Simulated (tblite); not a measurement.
Relaxed scan of C3H7BF2Si

System: C3H7BF2Si.
Method: GFN2-xTB relaxed scan under a harmonic restraint, gas phase (tblite 0.8.0).

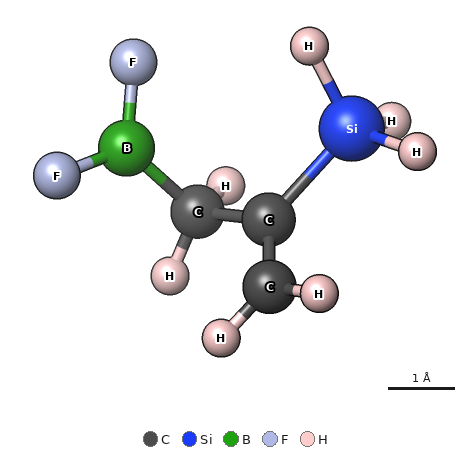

*The structure as given in the input (ball-and-stick view, seen at a tilt).*

## Summary

```csv
quantity,value
outcome,converged
hardware,"1 CPU thread, shared host"
wall time,1.3 s
peak memory,0.19 GiB
```

## The input
```
{"job": {"xc": "GFN2-xTB", "basis": "xTB", "coordinate": [["d", [4, 3], 1], ["d", [4, 0], -1]], "kind": "drive"}, "charge": 0, "multiplicity": 1}
C     -0.422403    -1.434270    -1.014749
C     -0.310650    -0.486932    -0.092876
Si    -1.667556     0.783844     0.246368
C      0.961417    -0.359580     0.726200
B      1.829528     0.760905     0.037770
F      2.765514     0.501784    -0.853696
F      1.639195     2.050338     0.241431
H     -1.315300    -1.538907    -1.607637
H      0.364133    -2.147411    -1.213620
H     -1.998999     0.715984     1.674101
H     -1.200429     2.128097    -0.088950
H     -2.832229     0.430780    -0.565792
H      0.700269    -0.089598     1.749751
H      1.486831    -1.315508     0.739532
```

The first line tells a small driver script what to run in tblite; the rest is the geometry in Å.

Command:
```bash
OMP_NUM_THREADS=1 python <driver script> task.json out
```

## What the program printed
```
point  coordinate     E/eV
  0     -1.587     -611.77283
  1     -1.431     -611.75958
  2     -1.279     -611.73001
  3     -1.127     -611.68823
  4     -0.978     -611.61769
  5     -0.830     -611.51812
  6     -0.679     -611.39144
  7     -0.524     -611.24364
  8     -0.362     -611.09019
  9     -0.186     -610.95928
 10     -0.001     -610.90329
```
